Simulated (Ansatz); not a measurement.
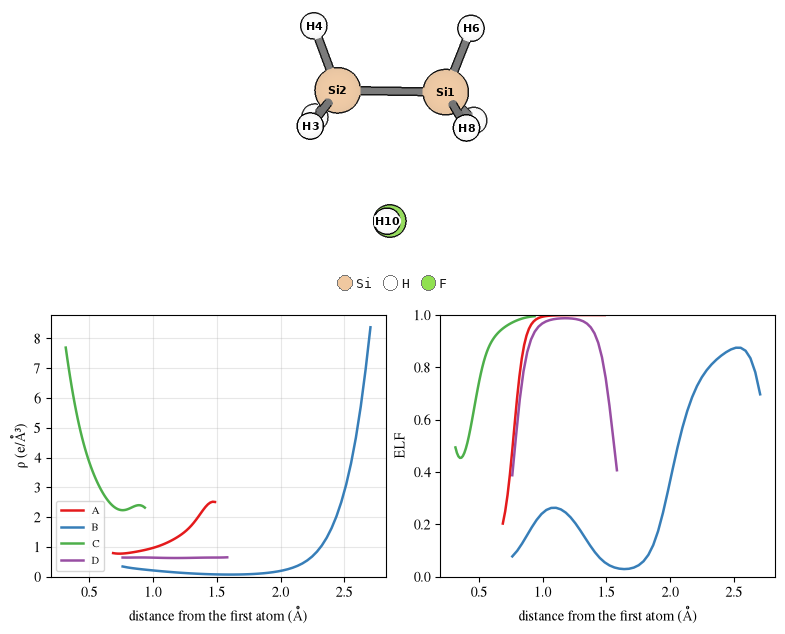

H₆Si₂···HF. Total electron density and electron localisation function along straight lines between neighbouring atoms. The curves leave out the atomic cores. The structure is drawn too.

These are results of RKS r2SCAN/6-31G* (Ansatz 0.2.0), not measurements.

Input

```
crystal:
  periodic: [false, false, false]
  atoms:
    - { symbol: Si, position_ang: [0.221495, -0.039587, 0.108883] }
    - { symbol: Si, position_ang: [0.158884, -0.007859, 2.364908] }
    - { symbol: H, position_ang: [-1.007976, -0.799555, 2.887026] }
    - { symbol: H, position_ang: [1.368522, -0.635824, 2.977751] }
    - { symbol: H, position_ang: [0.023557, 1.371309, 2.914565] }
    - { symbol: H, position_ang: [1.638438, -0.232251, -0.337302] }
    - { symbol: H, position_ang: [-0.267888, 1.225281, -0.499204] }
    - { symbol: H, position_ang: [-0.55697, -1.194551, -0.427413] }
    - { symbol: F, position_ang: [-2.36961, 0.513328, 0.998434] }
    - { symbol: H, position_ang: [-2.384052, -0.200291, 1.600751] }
basis:
  gaussian: { orbitals: "6-31G*" }
hamiltonian:
  xc: r2scan
relax:
  f_tol: 0.03
  max_steps: 50
output:
  orbitals: {}
```

Command:

```sh
ansatz run input.yaml --threads 1 --pin off --max-ram 2048MiB --backend cpu --events-out ev --progress --plain --runs-dir out
```

The fields are those of the run's last geometry, not of the input's.

### Which curve belongs to which contact (F–H, Si–F, Si–H and Si–Si)? The first atom named is at distance zero.

Curve A: Si–H (1.49 Å): the density is about 0.77 e/Å³ at the midpoint; the ELF climbs to about 1 towards the hydrogen, as it does in any bond to H. Curve B: Si2···F9 (3.05 Å): the density falls to about 0.07 e/Å³ on the way; the ELF dips to about 0 between them. Curve C: F–H (0.94 Å): ρ is about 4.3 e/Å³ halfway; the ELF climbs to about 1 towards the hydrogen. Curve D: Si–Si (2.34 Å): ρ is about 0.63 e/Å³ halfway; the ELF peaks at about 1 between the atoms (a shared electron pair).
